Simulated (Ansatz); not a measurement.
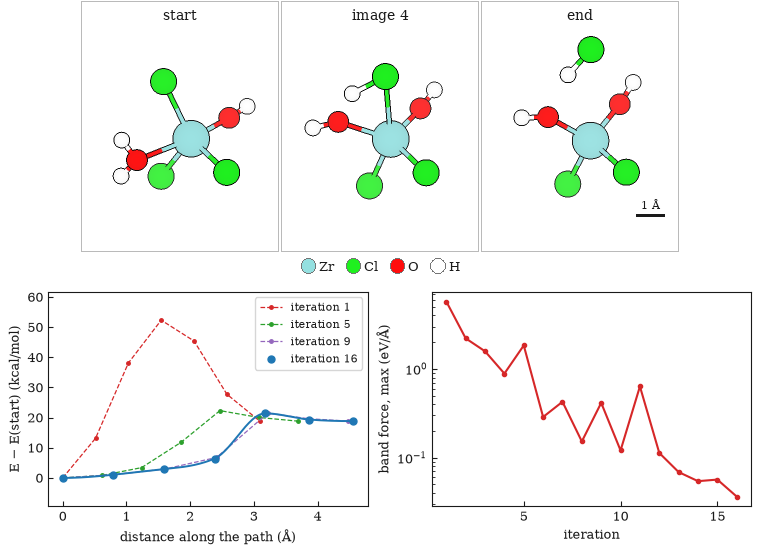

A nudged-elastic-band calculation for ZrH3O2Cl3. Images are numbered from 0 (start) to 6 (end). The plot follows the band through its iterations. The picture is a ball-and-stick view, seen at a tilt.

All numbers below come from RKS B3LYP/def2-SVP in Ansatz. Run with 5 movable images; climbing image; force threshold 0.05 eV/Å; iteration limit 60; starting path by straight interpolation.

Judge this run.

Answer. The run is converged, with reservations. The band converged in 16 iterations. The largest component of the band force went from 5.7 to 0.037 eV/Å. The climbing image converged on the top of the path. Its curvatures weren't checked. The straight starting path can push atoms close together and costs iterations. The first iteration put the highest image at 52.3 kcal/mol. The energy climbs by 21.4 kcal/mol to image 4 and then falls by 2.6 kcal/mol, so the end point sits at +18.8 kcal/mol.
